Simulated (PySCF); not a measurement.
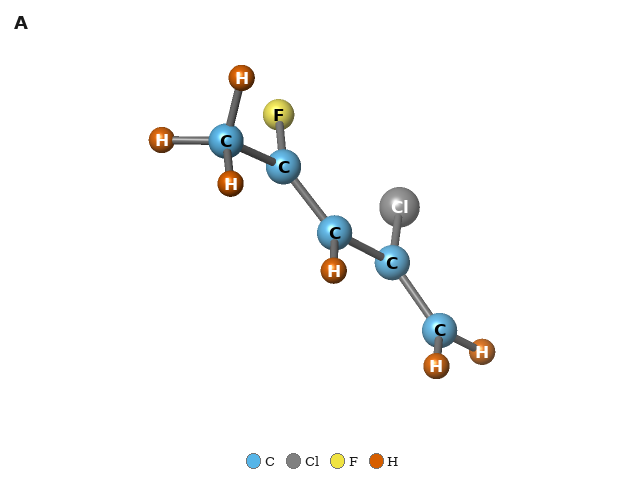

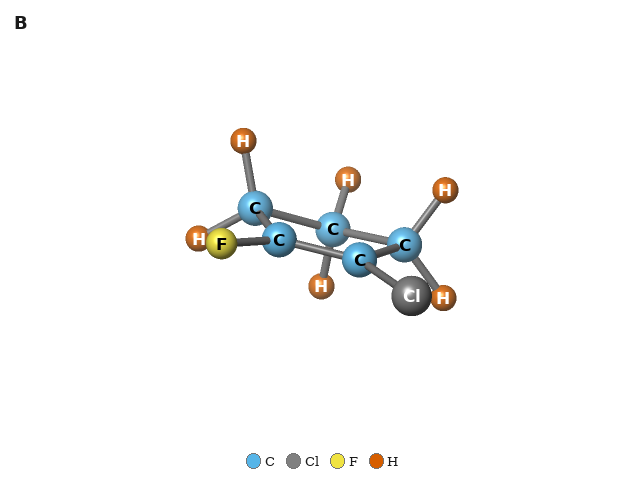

2 stationary structures of one formula. Geometries: GFN2-xTB. Electronic energies: PBE0/pcSseg-1 (PySCF 2.14.0), without zero-point energy. No frequency run is at hand to confirm each as a minimum. Each is one conformer, not always the lowest.

> How are they related?

They are constitutional isomers of C5H6ClF: A `C=C(Cl)/C=C(/C)F`, B `FC1=C(Cl)CCC1`.

> Which is lowest in energy, and by how much?

B is lowest; A lies 61.1 kJ/mol above it.
